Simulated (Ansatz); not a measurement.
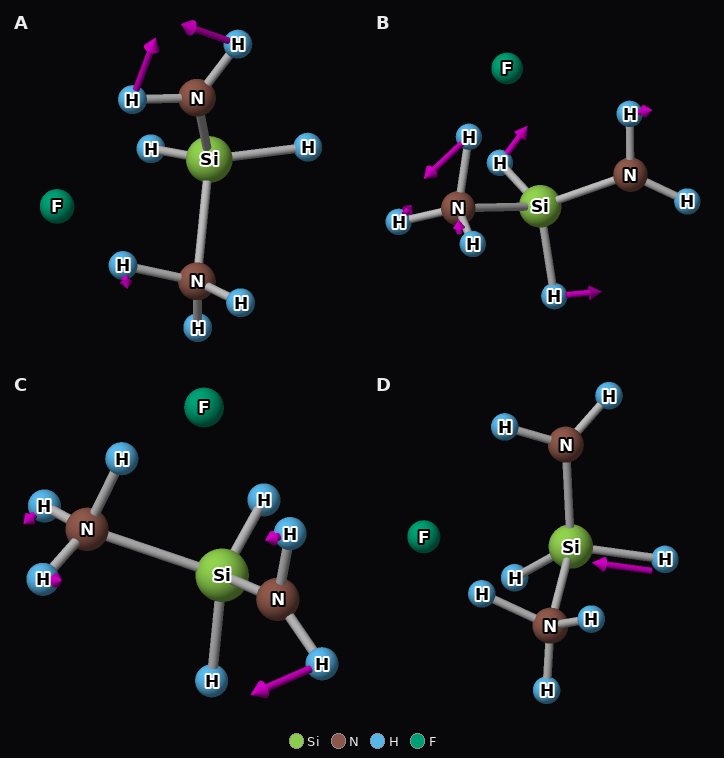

4 normal modes of one molecule or complex, as arrows. Harmonic vibrations computed with RKS PBE0-D4/def2-SVP (Ansatz 0.2.0) at a stationary point of the same level. It is a saddle point of order 1.

Question: Match the panels to the wavenumbers 302 cm⁻¹, 1072 cm⁻¹, 1467 cm⁻¹, 2204 cm⁻¹.

Answer: A: 1467 cm⁻¹, angle bending
B: 1072 cm⁻¹
C: 302 cm⁻¹
D: 2204 cm⁻¹, Si–H stretching
